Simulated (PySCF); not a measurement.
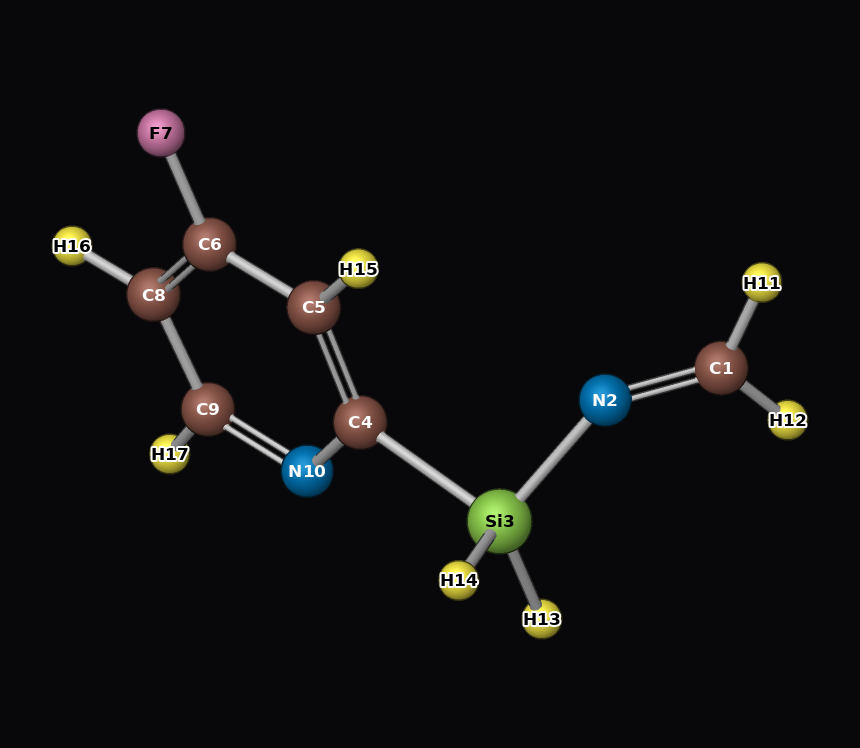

The questions are on isotropic NMR shieldings of the C atoms. The computed structure is the end point of a GFN2-xTB optimisation. No frequency run is at hand to confirm it as a minimum. Level of theory: GIAO PBE0/pcSseg-1 NMR shielding, non-relativistic, gas phase (PySCF 2.14.0).

> Which C atom is the most shielded (lowest chemical shift)?

C8 (70.1 ppm).

> Which C atom is the least shielded (highest chemical shift)?

C6 (8.2 ppm).

> How wide is the range of C shifts?

61.9 ppm.

List the isotropic NMR shieldings of the C atoms.

```
atom  σ (ppm)
  C1     14.9
  C4     13.9
  C5     61.6
  C6      8.2
  C8     70.1
  C9     30.4
```

The geometry is semi-empirical. Around Si such bond lengths and angles can be off by a tenth of an ångström or more and by several degrees, and values that hang on the shape move with them.
